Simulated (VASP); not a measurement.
# Si3Os: structure and properties in VASP, part 4 of 4

What structure does Si3Os take at this level, and what are its properties? The cell is invented: other elements were put on sites of a known structure type. It may not be a known or stable phase. Left out of this account: 1 further run (bands with TPSS: it shows nothing beyond the runs told).

VASP 6.6.1, plane waves and PAW; the level of theory is named at each step.

Still holding for the runs below: The k-mesh is coarse for a metal. Spin-orbit coupling is off here; with elements this heavy it splits and shifts levels by tenths of an eV or more.

So far. Step 5 (Band structure (TPSS)): There is no gap at this level. Step 6 (Density of states (TPSS)): The finer mesh and the other smearing move the Fermi level by +0.03 eV from the 8×8×8 run, a small shift, which tests the Fermi level alone. Of the states within 0.3 eV of the Fermi level, the largest shares in the PAW spheres are Os d 33 %, Si s 13 % and Si p 12 %. The rest lies in smaller channels or between the spheres.

### Step 8. Bands along the symmetry lines (HSE06)

This step: HSE06; plane waves and PAW (Si, Os); invented cell (VASP 6.6.1).

HSE06 mixes in a quarter of exact exchange at short range, at far higher cost; in semiconductors this cures much of the gap error, while metals seldom gain.

INCAR reads:

```
SYSTEM = Si3Os
PREC = Accurate
ENCUT = 400
EDIFF = 1E-06
NELM = 100
ISMEAR = 0
SIGMA = 0.05
LREAL = .FALSE.
ALGO = Normal
LHFCALC = .TRUE.
AEXX = 0.25
GGA = PE
HFSCREEN = 0.2
LASPH = .TRUE.
NBANDS = 16
PRECFOCK = Fast
LORBIT = 11
LWAVE = .FALSE.
LCHARG = .FALSE.
KPAR = 2
```

POSCAR reads:

```
Si3Os
1.0
   -1.9372027446      1.9372027446      3.5048178866
    1.9372027446     -1.9372027446      3.5048178866
    1.9372027446      1.9372027446     -3.5048178866
Si Os
3 1
Direct
    0.5000000000      0.5000000000      0.0000000000
    0.7500000000      0.2500000000      0.5000000000
    0.2500000000      0.7500000000      0.5000000000
    0.0000000000      0.0000000000      0.0000000000
```

KPOINTS reads:

```
Automatic mesh
0
Gamma
5 5 5
0 0 0
```

KPOINTS_OPT reads:

```
Line mode
6
Line-mode
Reciprocal
  0.00000000   0.00000000   0.00000000 GAMMA
  0.00000000   0.00000000   0.50000000 X

  0.00000000   0.00000000   0.50000000 X
 -0.15275282   0.15275282   0.50000000 Y

 -0.15275282   0.15275282   0.50000000 Y
 -0.32637641   0.32637641   0.32637641 S

 -0.32637641   0.32637641   0.32637641 S
  0.00000000   0.00000000   0.00000000 GAMMA

  0.00000000   0.00000000   0.00000000 GAMMA
  0.50000000   0.50000000  -0.50000000 Z

  0.50000000   0.50000000  -0.50000000 Z
  0.32637641   0.67362359  -0.32637641 S1

  0.32637641   0.67362359  -0.32637641 S1
  0.00000000   0.50000000   0.00000000 N

  0.00000000   0.50000000   0.00000000 N
  0.25000000   0.25000000   0.25000000 P

  0.25000000   0.25000000   0.25000000 P
  0.50000000   0.50000000  -0.15275282 Y1

  0.50000000   0.50000000  -0.15275282 Y1
  0.50000000   0.50000000  -0.50000000 Z

  0.00000000   0.00000000   0.50000000 X
  0.25000000   0.25000000   0.25000000 P
```

PAW data sets: Si and Os (PBE family, release 64).

The run starts from files that an earlier step left in the folder.

Command:

```
$ mpirun -np 2 vasp_std
```

The log of the run:

```text
[banner, memory and clock lines left out]
running    2 mpi-ranks, on    1 nodes
 distrk:  each k-point on    1 cores,    2 groups
 distr:  one band on    1 cores,    1 groups

 POSCAR found type information on POSCAR SiOs
 POSCAR found :  2 types and       4 ions
 LDA part: xc-table for (Slater+PW92), standard interpolation
 found WAVECAR, reading the header
 POSCAR, INCAR and KPOINTS ok, starting setup
 FFT: planning ... GRIDC
 FFT: planning ... GRID_SOFT
 FFT: planning ... GRID
 reading WAVECAR
 the WAVECAR file was read successfully
 initial charge from wavefunction
 entering main loop
       N       E                     dE             d eps       ncg     rms          rms(c)
DAV:   1    -0.305410938984E+02   -0.30541E+02   -0.62322E-01   576   0.545E+00    0.363E+00
DAV:   2    -0.305279142912E+02    0.13180E-01   -0.73046E-02   752   0.279E+00    0.245E+00
DAV:   3    -0.305298499035E+02   -0.19356E-02   -0.75532E-03   696   0.531E-01    0.149E+00
DAV:   4    -0.305286397943E+02    0.12101E-02   -0.28562E-03   784   0.513E-01    0.816E-01
DAV:   5    -0.305286106133E+02    0.29181E-04   -0.39156E-04   720   0.127E-01    0.457E-01
DAV:   6    -0.305285357238E+02    0.74890E-04   -0.11493E-04   736   0.770E-02    0.264E-01
DAV:   7    -0.305285255875E+02    0.10136E-04   -0.24378E-05   720   0.324E-02    0.143E-01
DAV:   8    -0.305285221580E+02    0.34295E-05   -0.80685E-06   752   0.260E-02    0.796E-02
DAV:   9    -0.305285219772E+02    0.18078E-06   -0.12907E-06   432   0.711E-03
   1 F= -.30528522E+02 E0= -.30525609E+02  d E =-.582574E-02
 Start KPOINTS_OPT (optional k-point list driver)
k-point batch [1-18\66]
       N       E                     dE             ncg
DAV:   1     0.335104429617E+04   -0.63384E+04      600
DAV:   2     0.190217807641E+04   -0.14489E+04      744
DAV:   3     0.179634690309E+04   -0.10583E+03      744
DAV:   4     0.179371304120E+04   -0.26339E+01      768
DAV:   5     0.179367034138E+04   -0.42700E-01      728
DAV:   6     0.179366941198E+04   -0.92940E-03      744
DAV:   7     0.179366938514E+04   -0.26845E-04      704
DAV:   8     0.179366938425E+04   -0.88741E-06      584
[...]
k-point batch [55-66\66]
       N       E                     dE             ncg
DAV:   1     0.606721902369E+04   -0.51292E+04      416
DAV:   2     0.509005309509E+04   -0.97717E+03      472
DAV:   3     0.502605234042E+04   -0.64001E+02      520
DAV:   4     0.502428775999E+04   -0.17646E+01      528
DAV:   5     0.502426546063E+04   -0.22299E-01      488
DAV:   6     0.502426510865E+04   -0.35198E-03      480
DAV:   7     0.502426510068E+04   -0.79703E-05      456
DAV:   8     0.502426510045E+04   -0.23257E-06      384
```

The job ended after 18 min (2 MPI ranks of Intel Xeon 6975P-C (Granite Rapids), shared host; peak memory 0.57 GiB; 36 min of CPU time).

OUTCAR, selected parts (step 8):

```text
   k-points           NKPTS =     18   k-points in BZ     NKDIM =    125   number of bands    NBANDS=     16

   NELECT =      20.0000    total number of electrons

  exchange ACFDT corr.  =         0.00000000  see jH, gK, PRB 81, 115126

 E-fermi :  11.1541

 k-point     1 :       0.0000    0.0000    0.0000
  band No.  band energies     occupation
    ...
      6       6.3565      2.00000
      7       7.7127      2.00000
      8       7.7722      2.00000
      9       9.0007      2.00000
     10       9.0007      2.00000
     11      11.4785      0.00000
     12      12.1450      0.00000
     13      14.0190      0.00000
     14      14.0190      0.00000
     15      15.9255      0.00000
    ...

 POSITION                                       TOTAL-FORCE (eV/Angst)
 -----------------------------------------------------------------------------------
      0.00000      0.00000      3.50482         0.000000      0.000000      0.000000
      0.00000      1.93720      1.75241         0.000000      0.000000      0.000000
      1.93720      0.00000      1.75241        -0.000000      0.000000      0.000000
      0.00000      0.00000      0.00000         0.000000     -0.000000     -0.000000
 -----------------------------------------------------------------------------------
    total drift:                                0.000209     -0.000069     -0.000036

  FREE ENERGIE OF THE ION-ELECTRON SYSTEM (eV)
  ---------------------------------------------------
  free  energy   TOTEN  =       -30.5285219772 eV

  energy  without entropy=      -30.5226962323  energy(sigma->0) =      -30.52560910

[... 7 parts as in an earlier step ...]

[... 9 further parts left out ...]
```

Numbers from this step:

```yaml
scf_cycles: 9
free_energy_toten: -30.53 eV
energy_at_zero_smearing: -30.53 eV
fermi_energy: 11.15 eV
```

Electronic bands along the path, in eV, zero at the Fermi level; # counts the bands kept, so #1 is VASP's band 2:

| point | #6 | #7 | #8 | #9 | #10 | #11 | #12 | #13 |
| --- | --- | --- | --- | --- | --- | --- | --- | --- |
| Γ | -3.44 | -3.38 | -2.15 | -2.15 | 0.32 | 0.99 | 2.87 | 2.87 |
| X | -4.90 | -2.61 | -2.48 | 0.64 | 1.98 | 2.46 | 2.81 | 4.79 |
| Y | -4.64 | -2.83 | -1.73 | 0.44 | 1.28 | 3.26 | 4.20 | 4.60 |
| S | -3.68 | -2.82 | -1.57 | -0.68 | 0.25 | 2.11 | 4.62 | 5.14 |
| Γ | -3.44 | -3.38 | -2.15 | -2.15 | 0.32 | 0.99 | 2.87 | 2.87 |
| Z | -3.49 | -3.49 | -2.93 | 0.41 | 2.26 | 3.91 | 4.91 | 4.91 |
| S1 | -3.68 | -2.82 | -1.57 | -0.68 | 0.25 | 2.11 | 4.62 | 5.14 |
| N | -3.99 | -2.73 | -1.96 | -1.54 | 0.43 | 3.07 | 3.43 | 3.84 |
| P | -3.49 | -2.84 | -2.48 | -0.90 | 1.09 | 1.86 | 1.86 | 7.50 |
| Y1 | -4.64 | -2.83 | -1.73 | 0.44 | 1.28 | 3.26 | 4.20 | 4.60 |
| Z | -3.49 | -3.49 | -2.93 | 0.41 | 2.26 | 3.91 | 4.91 | 4.91 |
| jump to X | -4.90 | -2.61 | -2.48 | 0.64 | 1.98 | 2.46 | 2.81 | 4.79 |
| P | -3.49 | -2.84 | -2.48 | -0.90 | 1.09 | 1.86 | 1.86 | 7.50 |

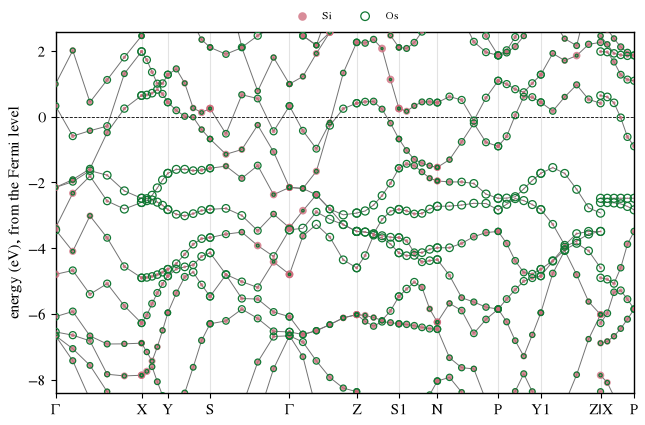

Electronic bands along the path; dots are coloured as in the legend, and their area grows with the weight.

There is no gap at this level.

Of the bands kept, 2 cross the Fermi level on this path.

### Step 9. Results

| Item | Value |
| --- | --- |
| relaxed volume | 13.15 Å³/atom |
| relaxed conventional cell a, b, c | 3.874, 3.874, 7.010 Å |
| space group after relaxing, within 0.02 Å | I4/mmm (No. 139) |
| band gap | none, a metal |
| DOS at the Fermi level | 2.22 states/eV/cell |
| band gap (HSE06) | none, a metal |

In words: With TPSS, Si3Os relaxes to 13.15 Å³/atom in space group I4/mmm (held by the symmetry of the run) and comes out as a metal. Band structure (TPSS): Of the bands kept, 2 cross the Fermi level on this path. Bands along the symmetry lines (HSE06): Of the bands kept, 2 cross the Fermi level on this path. The other levels ran on the cell relaxed with TPSS, and without spin-orbit coupling unless named. Spin-orbit coupling is left out, and with elements this heavy it would split and shift bands near the Fermi level. No search among competing phases was made. All values are for a static lattice at zero temperature.

[Lines on the potential files, build, host, timing and source positions are cut from VASP's logs without a mark.]

[Logs are printed without paths, hosts, clocks, repeated set-up lines and the standing remarks that a program may print on its own settings, such as how far it seeks lower states.]

[Hosts, paths, dates, database ids (printed as entryN), source tags and the programs' standing remarks are cut or masked in the printed files.]

[A measured line is paired with the nearest computed mode of its activity, which favours agreement.]
